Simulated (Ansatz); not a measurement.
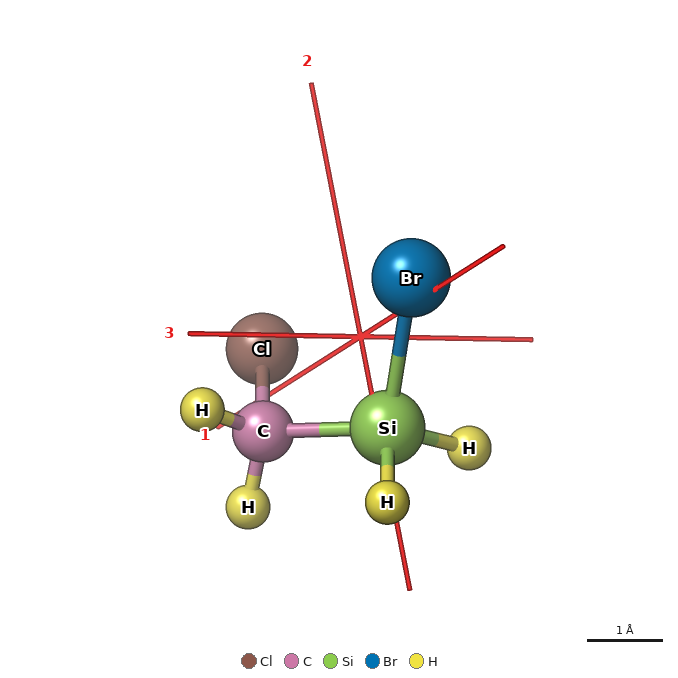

The three principal axes of inertia are drawn and numbered. Distant atoms are faded towards the background colour. Computed geometry: PBE0-D4/def2-TZVP optimisation. No frequency run is at hand to confirm it as a minimum. Masses are those of the most abundant isotopes; constants are for the rigid equilibrium geometry.

Q: Which line is the a axis (least moment of inertia), which b and which c?

A: a is line 1, b is line 2, c is line 3; the moments are 99.7, 419, 492 u Å².

Q: Classify the rotor and give the rotational constants (MHz).

A: An asymmetric top (C1): A = 5067, B = 1205, C = 1026 MHz. Ray's parameter κ is −0.91, close to the prolate limit.
